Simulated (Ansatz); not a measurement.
**BBrFHO: search for a transition state**

Aim: find the saddle point of a 1,2-elimination that is to form Br2–H4 and break B1–Br2, O3–H4, prove it by its vibrations, and relax downhill on both sides to see what it joins.

Computed with Ansatz 0.2.0, Gaussian basis. Level: PBE0-D4, def2-SVP first, then def2-TZVP.

91 further runs of the same task are left out: 1 that didn't finish, 90 set aside as unsound or not needed.

### Step 1. The starting structure

The guess: 5 atoms, charge 0, spin multiplicity 1.

Atoms are counted from 1 here; the program's logs count them from 0.

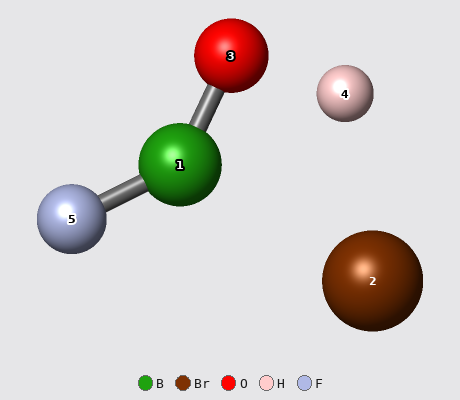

The starting geometry (boron green, bromine brown, oxygen red, hydrogen pink, fluorine light blue); atoms are numbered from 1 in the order of the file.

Coordinates:

```
B    -0.3188    0.3609    0.4177
Br    1.2760   -1.3732    0.0789
O    -0.5481    0.5623   -0.8155
H     0.2495   -0.3177   -1.2668
F    -0.6586    0.7678    1.5856
```

Distances that are to change: Br2–H4 1.99 Å, B1–Br2 2.38 Å, O3–H4 1.27 Å.

### Step 2. Constrained relaxation of the guess

The input, hold/in.yaml:

```yaml
crystal:
  periodic: [false, false, false]
  atoms:
    - {symbol: B, position_ang: [-0.318800, 0.360900, 0.417700]}
    - {symbol: Br, position_ang: [1.276000, -1.373200, 0.078900]}
    - {symbol: O, position_ang: [-0.548100, 0.562300, -0.815500]}
    - {symbol: H, position_ang: [0.249500, -0.317700, -1.266800]}
    - {symbol: F, position_ang: [-0.658600, 0.767800, 1.585600]}
basis:
  gaussian: {orbitals: def2-SVP}
hamiltonian: {xc: pbe0, dispersion: d4}
relax: {f_tol: 0.08, max_steps: 120, escape_saddle: false, constraints: [{distance: [1, 3]}, {distance: [0, 1]}, {distance: [2, 3]}]}
```

Launch:

```sh
> ansatz run in.yaml --threads 2 --pin off --events-out ev --progress --plain --max-ram 4352MiB
```

Log, shortened:

```text
Functional definition: PBE0
  name "PBE0"
  cite "Adamo & Barone, J. Chem. Phys. 110, 6158 (1999) doi:10.1063/1.478522"
  cite "Perdew, Burke & Ernzerhof, Phys. Rev. Lett. 77, 3865 (1996) doi:10.1103/PhysRevLett.77.3865"
  parent pbe
[...]
829 factors; integrals over basis functions are off by at most 3.4e-4 eV
[...]
mean field -75478.39588827 eV, -2773.7798877998 hartree, gradient 8.8e-5 eV, S^2 0.000000; 0 other end points of the search recorded, 0 dependent functions left out
[...]
reference -75478.39590875 eV, -2773.7798885522 hartree; 29, 29 occupied and 50, 50 virtual orbitals, 829 factors
relax step   1: F+E_penalty+E_count = -75478.47350613 eV  Δ(F+E_penalty+E_count) = +0.000e0 eV  max|allowed force component| = 1.449e0 eV/Å  Δτ_max = 0.0000 Å  (26 SCF iters, accepted)
[...]
relax step   2: F+E_penalty+E_count = -75478.55178028 eV  Δ(F+E_penalty+E_count) = -7.827e-2 eV  max|allowed force component| = 4.924e-1 eV/Å  Δτ_max = 0.0631 Å  (31 SCF iters, accepted)
[...]
relax step   3: F+E_penalty+E_count = -75478.55642944 eV  Δ(F+E_penalty+E_count) = -4.649e-3 eV  max|allowed force component| = 6.626e-2 eV/Å  Δτ_max = 0.0181 Å  (32 SCF iters, accepted)
  distance Br 1 - H 3 held at 1.994666 Å   reaction = +1.1897e-1 eV/Å
  distance B 0 - Br 1 held at 2.380184 Å   reaction = +1.8008e0 eV/Å
  distance O 2 - H 3 held at 1.270526 Å   reaction = +3.2272e0 eV/Å
829 factors; integrals over basis functions are off by at most 3.4e-4 eV
[...]
mean field -75478.47888740 eV, -2773.7829379614 hartree, gradient 1.9e-5 eV, S^2 0.000000; 1 other end points of the search recorded, 0 dependent functions left out
[...]
reference -75478.47890762 eV, -2773.7829387046 hartree; 29, 29 occupied and 50, 50 virtual orbitals, 829 factors
Total energy: -75478.55644966 eV, -2773.7857883220 hartree
Atom 0 at    -0.312047     0.359087     0.371823 Å, force     1.166944    -1.386759    -0.203436 eV/Å
Atom 1 at     1.285626    -1.386258     0.113972 Å, force    -1.243398     1.383344     0.105718 eV/Å
Atom 2 at    -0.595303     0.602782    -0.864089 Å, force     2.147716    -2.248536    -0.809738 eV/Å
Atom 3 at     0.239701    -0.297726    -1.189804 Å, force    -2.077012     2.217311     0.928051 eV/Å
Atom 4 at    -0.617977     0.722214     1.567998 Å, force     0.005750     0.034640    -0.020596 eV/Å
Dipole moment:    -0.097812     0.115858    -0.018081 e Å
```

Run time: 6 s. Hardware: 2 threads of Arm Neoverse V2, shared host.

The steps of the relaxation:

| step | energy from step 1 (eV) | largest force component (eV/Å) |
| --- | --- | --- |
| 1 | 0.0000 | 1.4491 |
| 2 | -0.0783 | 0.4924 |
| 3 | -0.0829 | 0.0663 |

Distances of close pairs at the start and the end, largest changes first:

| bond | before (Å) | after (Å) | change (Å) |
| --- | --- | --- | --- |
| B1–O3 | 1.270 | 1.291 | +0.021 |
| B1–F5 | 1.283 | 1.287 | +0.004 |

### Step 3. Force constants to start from

The input, hessian/in.yaml:

```yaml
crystal:
  periodic: [false, false, false]
  atoms:
    - {symbol: B, position_ang: [-0.312047, 0.359087, 0.371823]}
    - {symbol: Br, position_ang: [1.285626, -1.386258, 0.113972]}
    - {symbol: O, position_ang: [-0.595303, 0.602782, -0.864089]}
    - {symbol: H, position_ang: [0.239701, -0.297726, -1.189804]}
    - {symbol: F, position_ang: [-0.617977, 0.722214, 1.567998]}
basis:
  gaussian: {orbitals: def2-SVP}
hamiltonian: {xc: pbe0, dispersion: d4}
phonons: {}
scf: {lower_state_search: off}
```

Launch:

```sh
> ansatz run in.yaml --threads 2 --pin off --events-out ev --progress --plain --max-ram 4352MiB
```

Log, shortened:

```text
[... 5 set-up lines as earlier in the session ...]
[...]
829 factors; integrals over basis functions are off by at most 3.4e-4 eV
[...]
mean field -75478.47889180 eV, -2773.7829381232 hartree, gradient 2.8e-6 eV, S^2 0.000000; 0 other end points of the search recorded, 0 dependent functions left out
[...]
reference -75478.47891205 eV, -2773.7829388673 hartree; 29, 29 occupied and 50, 50 virtual orbitals, 829 factors
[... from here to the last solve, the lines of the solves are left out (29 solves) ...]
829 factors; integrals over basis functions are off by at most 3.4e-4 eV
mean field -75478.47879185 eV, -2773.7829344499 hartree, gradient 1.3e-6 eV, S^2 0.000000; 0 other end points of the search recorded, 0 dependent functions left out
[...]
reference -75478.47881210 eV, -2773.7829351941 hartree; 29, 29 occupied and 50, 50 virtual orbitals, 829 factors
WARN: phonons: modes at or below zero, which the zero-point energy, F, S and C_V leave out: 1, the lowest at -1311.68 cm⁻¹. A minimum has none, and a first-order saddle one
Total energy: -75478.55645409 eV, -2773.7857884847 hartree
Atom 0 at    -0.312047     0.359087     0.371823 Å, force     1.166773    -1.386537    -0.203355 eV/Å
Atom 1 at     1.285626    -1.386258     0.113972 Å, force    -1.243157     1.383067     0.105313 eV/Å
Atom 2 at    -0.595303     0.602782    -0.864089 Å, force     2.147770    -2.248609    -0.809952 eV/Å
Atom 3 at     0.239701    -0.297726    -1.189804 Å, force    -2.077056     2.217374     0.928748 eV/Å
Atom 4 at    -0.617977     0.722214     1.567998 Å, force     0.005671     0.034706    -0.020754 eV/Å
Dipole moment:    -0.097811     0.115858    -0.018079 e Å
Vibrations: -1311.68 166.41 308.38 498.82 535.32 1069.55 1083.96 1533.12 1799.95 cm⁻¹, zero-point energy 0.433666 eV
Checks for a lower state left out: stability, starts, cluster_reference, orbital_swaps, neighbouring_geometries, increment
```

Run time: 26 s. Hardware: 2 threads of Arm Neoverse V2, shared host.

The structure is not stationary yet, so these wavenumbers are no spectrum; the search needs only the force constants.

### Step 4. Saddle search in the small basis

A small driver takes partitioned rational-function steps: uphill along one mode, downhill along the rest. It calls the program once a step for energy and forces and updates the Hessian by Bofill's formula. It stops when the largest force is under 0.03 eV/Å and the followed curvature is negative. The first step's input:

The input, presaddle/in.yaml:

```yaml
crystal:
  periodic: [false, false, false]
  atoms:
    - {symbol: B, position_ang: [-0.312047, 0.359087, 0.371823]}
    - {symbol: Br, position_ang: [1.285626, -1.386258, 0.113972]}
    - {symbol: O, position_ang: [-0.595303, 0.602782, -0.864089]}
    - {symbol: H, position_ang: [0.239701, -0.297726, -1.189804]}
    - {symbol: F, position_ang: [-0.617977, 0.722214, 1.567998]}
basis:
  gaussian: {orbitals: def2-SVP}
hamiltonian: {xc: pbe0, dispersion: d4}
output: {forces: true}
scf: {lower_state_search: off}
```

Launch:

```sh
> ansatz run in.yaml --threads 2 --pin off --events-out ev --progress --plain --max-ram 4352MiB
```

The driver's record:

| step | energy (eV) | largest force (eV/Å) | followed curvature (eV/Å²) |
| --- | --- | --- | --- |
| 1 | -75478.55645 | 2.2486 | -12.26 |
| 2 | -75478.42976 | 1.1226 | -14.24 |
| 3 | -75478.30598 | 0.5906 | -12.89 |
| 4 | -75478.32954 | 0.4347 | -13.07 |
| 5 | -75478.33460 | 0.0462 | -13.08 |
| 6 | -75478.33494 | 0.1197 | -13.08 |
| 7 | -75478.33521 | 0.0045 | -13.12 |

The 7 steps took 7.2 s in all (2 threads of Arm Neoverse V2, shared host).

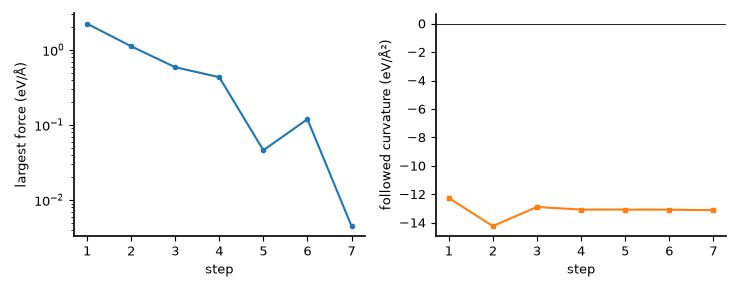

Largest force and followed curvature during the search.

### Step 5. Saddle search in triple zeta

The search itself is an outer loop (partitioned rational-function steps, Bofill update of the Hessian). Each step is one single-point run with forces. It stops when the largest force is under 0.008 eV/Å and the followed curvature is negative. The first step's input:

The input, saddle/in.yaml:

```yaml
crystal:
  periodic: [false, false, false]
  atoms:
    - {symbol: B, position_ang: [-0.423090, 0.468878, 0.334290]}
    - {symbol: Br, position_ang: [1.237882, -1.336165, -0.038694]}
    - {symbol: O, position_ang: [-0.605332, 0.619573, -0.887264]}
    - {symbol: H, position_ang: [0.368450, -0.434872, -0.998389]}
    - {symbol: F, position_ang: [-0.577909, 0.682686, 1.589958]}
basis:
  gaussian: {orbitals: def2-TZVP}
hamiltonian: {xc: pbe0, dispersion: d4}
output: {forces: true}
scf: {lower_state_search: off}
```

Launch:

```sh
> ansatz run in.yaml --threads 2 --pin off --events-out ev --progress --plain --max-ram 4352MiB
```

Step by step:

| step | energy (eV) | largest force (eV/Å) | followed curvature (eV/Å²) |
| --- | --- | --- | --- |
| 1 | -75493.35145 | 0.1716 | -13.12 |
| 2 | -75493.35266 | 0.0701 | -12.87 |
| 3 | -75493.35282 | 0.0691 | -13.00 |
| 4 | -75493.35288 | 0.0097 | -13.01 |
| 5 | -75493.35287 | 0.0246 | -13.01 |
| 6 | -75493.35288 | 0.0013 | -13.01 |

The 6 steps took 12 s in all (2 threads of Arm Neoverse V2, shared host).

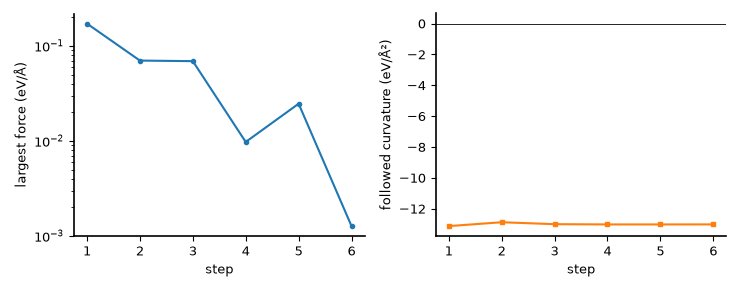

Largest force and followed curvature during the search.

Geometry at the end of the search:

| atom | x (Å) | y (Å) | z (Å) |
| --- | --- | --- | --- |
| B1 | -0.4263 | 0.4722 | 0.3325 |
| Br2 | 1.2464 | -1.3455 | -0.0412 |
| O3 | -0.6018 | 0.6155 | -0.8934 |
| H4 | 0.3579 | -0.4230 | -0.9843 |
| F5 | -0.5763 | 0.6808 | 1.5863 |

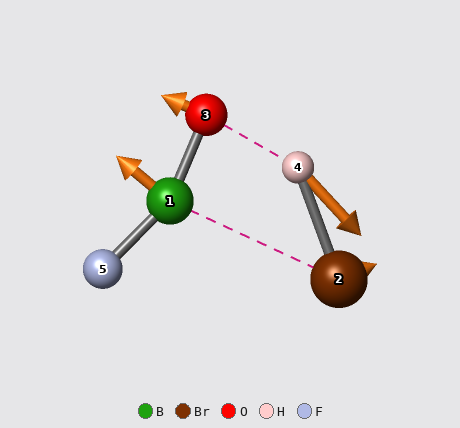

The point found; broken lines mark the pairs that react, arrows the followed mode.

### Step 6. Checking the order of the point

The input, vib/in.yaml:

```yaml
crystal:
  periodic: [false, false, false]
  atoms:
    - {symbol: B, position_ang: [-0.426310, 0.472202, 0.332518]}
    - {symbol: Br, position_ang: [1.246419, -1.345473, -0.041243]}
    - {symbol: O, position_ang: [-0.601776, 0.615522, -0.893372]}
    - {symbol: H, position_ang: [0.357935, -0.422970, -0.984329]}
    - {symbol: F, position_ang: [-0.576268, 0.680819, 1.586325]}
basis:
  gaussian: {orbitals: def2-TZVP}
hamiltonian: {xc: pbe0, dispersion: d4}
phonons: {temperatures: {t_min: 298.15, t_max: 900, t_step: 200}}
```

Launch:

```sh
> ansatz run in.yaml --threads 2 --pin off --events-out ev --progress --plain --max-ram 4352MiB
```

Log, shortened:

```text
[... 5 set-up lines as earlier in the session ...]
[...]
933 factors; their error is unknown
[...]
mean field -75493.27389285 eV, -2774.3266443834 hartree, gradient 6.6e-5 eV, S^2 0.000000; 0 other end points of the search recorded, 0 dependent functions left out
[...]
reference -75493.27391824 eV, -2774.3266453162 hartree; 29, 29 occupied and 118, 118 virtual orbitals, 933 factors
[... from here to the last solve, the lines of the solves are left out (29 solves) ...]
933 factors; their error is unknown
[...]
mean field -75493.27372160 eV, -2774.3266380900 hartree, gradient 2.2e-6 eV, S^2 0.000000; 0 other end points of the search recorded, 0 dependent functions left out
[...]
reference -75493.27374699 eV, -2774.3266390232 hartree; 29, 29 occupied and 118, 118 virtual orbitals, 933 factors
WARN: phonons: modes at or below zero, which the zero-point energy, F, S and C_V leave out: 1, the lowest at -961.34 cm⁻¹. A minimum has none, and a first-order saddle one
Total energy: -75493.35288357 eV, -2774.3295472387 hartree
Atom 0 at    -0.426310     0.472202     0.332518 Å, force     0.000612    -0.000558    -0.001267 eV/Å
Atom 1 at     1.246419    -1.345473    -0.041243 Å, force     0.000072    -0.000310    -0.000227 eV/Å
Atom 2 at    -0.601776     0.615522    -0.893372 Å, force    -0.000653     0.000362     0.000123 eV/Å
Atom 3 at     0.357935    -0.422970    -0.984329 Å, force     0.000182     0.000242     0.000935 eV/Å
Atom 4 at    -0.576268     0.680819     1.586325 Å, force    -0.000213     0.000264     0.000436 eV/Å
Dipole moment:    -0.070044     0.083188     0.205474 e Å
Vibrations: -961.34 154.92 409.40 473.34 516.70 707.25 1011.49 1414.72 1972.50 cm⁻¹, zero-point energy 0.412887 eV
```

Wall time 59 s (2 threads of Arm Neoverse V2, shared host).

Wavenumbers and character of the modes:

| mode | wavenumber (cm⁻¹) | character |
| --- | --- | --- |
| 1 | 961i | changes Br2–H4, O3–H4 |
| 2 | 155 | not assigned (largely outside the bonds, angles and torsions drawn) |
| 3 | 409 | not assigned (largely outside the bonds, angles and torsions drawn) |
| 4 | 473 | not assigned (largely outside the bonds, angles and torsions drawn) |
| 5 | 517 | bend with Br–H stretch |
| 6 | 707 | not assigned (largely outside the bonds, angles and torsions drawn) |
| 7 | 1011 | B–F stretch |
| 8 | 1415 | not assigned (largely outside the bonds, angles and torsions drawn) |
| 9 | 1972 | B–O and B–F stretch |

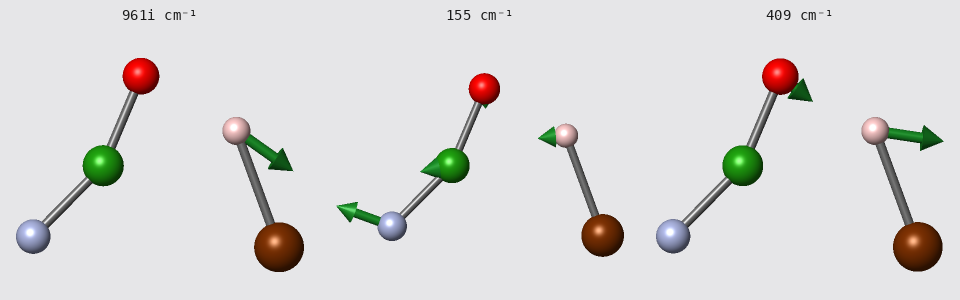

How the atoms move in 3 of the modes.

Vibrational sums (real modes only):

| T (K) | entropy (J/mol/K) | heat capacity (J/mol/K) |
| --- | --- | --- |
| 298 | 22.1 | 30.0 |
| 498 | 40.9 | 43.2 |
| 698 | 56.9 | 50.9 |
| 898 | 70.3 | 55.6 |

### Step 7. Relaxing after a step of 0.30 Å one way along the mode

The input, downa/in.yaml:

```yaml
crystal:
  periodic: [false, false, false]
  atoms:
    - {symbol: B, position_ang: [-0.580160, 0.637154, 0.307075]}
    - {symbol: Br, position_ang: [1.295199, -1.402938, -0.150129]}
    - {symbol: O, position_ang: [-0.708511, 0.730667, -0.865353]}
    - {symbol: H, position_ang: [0.558159, -0.634745, -0.913184]}
    - {symbol: F, position_ang: [-0.564688, 0.669961, 1.621490]}
basis:
  gaussian: {orbitals: def2-TZVP}
hamiltonian: {xc: pbe0, dispersion: d4}
relax: {f_tol: 0.005, max_steps: 200}
```

Launch:

```sh
> ansatz run in.yaml --threads 2 --pin off --events-out ev --progress --plain --max-ram 4352MiB
```

Log, shortened:

```text
[... 5 set-up lines as earlier in the session ...]
[...]
933 factors; their error is unknown
[...]
mean field -75493.20213905 eV, -2774.3240074799 hartree, gradient 1.2e-5 eV, S^2 0.000000; 0 other end points of the search recorded, 0 dependent functions left out
[...]
reference -75493.20216523 eV, -2774.3240084419 hartree; 29, 29 occupied and 118, 118 virtual orbitals, 933 factors
relax step   1: F+E_penalty+E_count = -75493.27921150 eV  Δ(F+E_penalty+E_count) = +0.000e0 eV  max|allowed force component| = 4.512e0 eV/Å  Δτ_max = 0.0000 Å  (27 SCF iters, accepted)
[...]
933 factors; their error is unknown
mean field -75493.74124248 eV, -2774.3438191655 hartree, gradient 1.0e-5 eV, S^2 0.000000; 1 other end points of the search recorded, 0 dependent functions left out
[...]
reference -75493.74127224 eV, -2774.3438202589 hartree; 29, 29 occupied and 118, 118 virtual orbitals, 933 factors
Total energy: -75493.79502223 eV, -2774.3457955349 hartree
Atom 0 at    -0.887132     0.982349     0.685836 Å, force    -0.001500     0.001635     0.000330 eV/Å
Atom 1 at     1.816546    -2.004532    -1.228609 Å, force    -0.000581     0.000498     0.000187 eV/Å
Atom 2 at    -0.363608     0.383822    -0.222991 Å, force    -0.001343     0.001450     0.003575 eV/Å
Atom 3 at     0.878515    -0.980526    -0.877349 Å, force     0.000548    -0.000348    -0.000184 eV/Å
Atom 4 at    -1.444321     1.618986     1.643011 Å, force     0.002876    -0.003235    -0.003907 eV/Å
Dipole moment:    -0.466030     0.520100     0.471866 e Å
```

It took 66 s on 2 threads of Arm Neoverse V2, shared host.

Relaxation path: (the energy doesn't fall at every step)

| step | energy from step 1 (eV) | largest force component (eV/Å) |
| --- | --- | --- |
| 1 | 0.0000 | 4.5116 |
| 2 | -0.4152 | 1.1337 |
| 3 | -0.4650 | 0.5719 |
| 4 | -0.4734 | 0.2838 |
| 5 | -0.4807 | 0.1556 |
| 6 | -0.4844 | 0.0755 |
| 7 | -0.4880 | 0.1663 |
| 8 | -0.4905 | 0.2606 |
| 9 | -0.5000 | 0.2482 |
| 10 | -0.5001 | 0.2486 |
| 11 | -0.4936 | 0.8331 |
| 12 | -0.5044 | 0.2450 |
| 13 | -0.5066 | 0.3468 |
| 14 | -0.5091 | 0.2664 |
| 15 | -0.5119 | 0.1911 |
| 16 | -0.5123 | 0.3473 |
| 17 | -0.5141 | 0.1702 |
| 18 | -0.5148 | 0.0534 |
| 19 | -0.5153 | 0.0589 |
| 20 | -0.5153 | 0.1353 |
| 21 | -0.5155 | 0.0239 |
| 22 | -0.5156 | 0.0602 |
| 23 | -0.5157 | 0.0277 |
| 24 | -0.5158 | 0.0064 |
| 25 | -0.5158 | 0.0138 |
| 26 | -0.5158 | 0.0039 |

Distances of close pairs at the start and the end, largest changes first:

| bond | before (Å) | after (Å) | change (Å) |
| --- | --- | --- | --- |
| Br2–H4 | 1.310 | 1.432 | +0.123 |
| B1–F5 | 1.315 | 1.277 | -0.037 |
| B1–O3 | 1.183 | 1.208 | +0.024 |

### Step 8. Relaxing after a step of 0.30 Å the other way along the mode

The input, downb/in.yaml:

```yaml
crystal:
  periodic: [false, false, false]
  atoms:
    - {symbol: B, position_ang: [-0.272460, 0.307250, 0.357961]}
    - {symbol: Br, position_ang: [1.197639, -1.288008, 0.067643]}
    - {symbol: O, position_ang: [-0.495041, 0.500376, -0.921390]}
    - {symbol: H, position_ang: [0.157711, -0.211195, -1.055474]}
    - {symbol: F, position_ang: [-0.587849, 0.691677, 1.551160]}
basis:
  gaussian: {orbitals: def2-TZVP}
hamiltonian: {xc: pbe0, dispersion: d4}
relax: {f_tol: 0.005, max_steps: 200}
```

Launch:

```sh
> ansatz run in.yaml --threads 2 --pin off --events-out ev --progress --plain --max-ram 4352MiB
```

Log, shortened:

```text
[... 5 set-up lines as earlier in the session ...]
[...]
933 factors; their error is unknown
[...]
mean field -75494.09029957 eV, -2774.3566467771 hartree, gradient 4.5e-5 eV, S^2 0.000000; 0 other end points of the search recorded, 0 dependent functions left out
[...]
reference -75494.09032313 eV, -2774.3566476425 hartree; 29, 29 occupied and 118, 118 virtual orbitals, 933 factors
relax step   1: F+E_penalty+E_count = -75494.16344164 eV  Δ(F+E_penalty+E_count) = +0.000e0 eV  max|allowed force component| = 2.412e0 eV/Å  Δτ_max = 0.0000 Å  (27 SCF iters, accepted)
[...]
933 factors; their error is unknown
[...]
mean field -75495.56088782 eV, -2774.4106898983 hartree, gradient 1.9e-5 eV, S^2 0.000000; 1 other end points of the search recorded, 0 dependent functions left out
[...]
reference -75495.56091194 eV, -2774.4106907848 hartree; 29, 29 occupied and 118, 118 virtual orbitals, 933 factors
Total energy: -75495.63579092 eV, -2774.4134425365 hartree
Atom 0 at    -0.071514     0.091143     0.372203 Å, force     0.000006     0.000069    -0.000157 eV/Å
Atom 1 at     1.237919    -1.314642     0.552171 Å, force     0.000076    -0.000104     0.000348 eV/Å
Atom 2 at    -0.507599     0.516789    -0.821057 Å, force     0.000187    -0.000310     0.000097 eV/Å
Atom 3 at    -0.110399     0.060269    -1.566465 Å, force    -0.000259     0.000322    -0.000613 eV/Å
Atom 4 at    -0.548406     0.646542     1.463047 Å, force    -0.000010     0.000023     0.000325 eV/Å
Dipole moment:     0.085526    -0.106086    -0.367695 e Å
```

It took 31 s on 2 threads of Arm Neoverse V2, shared host.

Step by step:

| step | energy from step 1 (eV) | largest force component (eV/Å) |
| --- | --- | --- |
| 1 | 0.0000 | 2.4120 |
| 2 | -0.6330 | 1.7642 |
| 3 | -0.9083 | 2.2330 |
| 4 | -1.3545 | 1.5494 |
| 5 | -1.4464 | 0.7124 |
| 6 | -1.4680 | 0.5361 |
| 7 | -1.4722 | 0.0482 |
| 8 | -1.4723 | 0.0512 |
| 9 | -1.4723 | 0.0073 |
| 10 | -1.4723 | 0.0006 |

Distances of close pairs at the start and the end, largest changes first:

| bond | before (Å) | after (Å) | change (Å) |
| --- | --- | --- | --- |
| B1–Br2 | 2.189 | 1.930 | -0.259 |
| B1–O3 | 1.313 | 1.340 | +0.027 |
| B1–F5 | 1.293 | 1.314 | +0.021 |
| O3–H4 | 0.975 | 0.960 | -0.015 |

### Step 9. The three structures

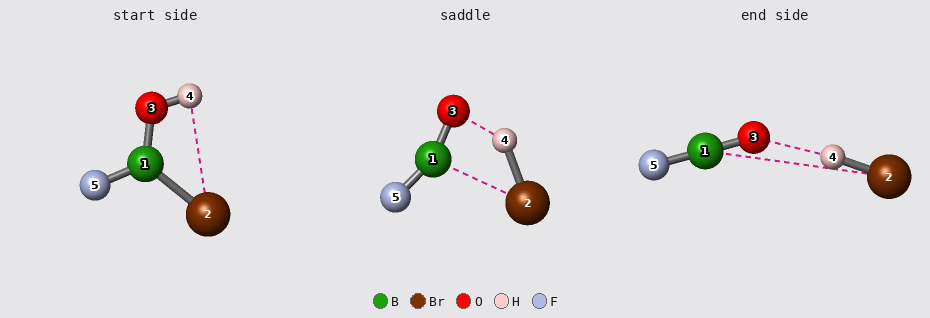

The minimum on the start side, the saddle and the minimum on the end side; broken lines mark the pairs that change.

| pair | start side (Å) | saddle (Å) | end side (Å) |
| --- | --- | --- | --- |
| Br2–H4 | 2.863 | 1.591 | 1.432 |
| B1–Br2 | 1.930 | 2.498 | 4.461 |
| O3–H4 | 0.960 | 1.417 | 1.958 |

### Step 10. Summary of results

| quantity | value |
| --- | --- |
| imaginary mode | 961i cm⁻¹ |
| barrier from the start side | 2.283 eV |
| barrier from the end side | 0.442 eV |
| energy of the step | +1.841 eV |
| pairs that change | Br2–H4 formed, B1–Br2 broken, O3–H4 broken |
| zero-point energy at the saddle | 0.413 eV |

One imaginary mode, 961i cm⁻¹, makes this a first-order saddle. Going downhill both ways gives the intended start and end. At PBE0-D4/def2-TZVP the electronic barrier is 2.283 eV, about 89 kT at 298 K, and the step runs 1.841 eV uphill. A step off the saddle overshot and began above it in energy, so the link to its end is likely but not proven. Lower complexes than these ends may exist.
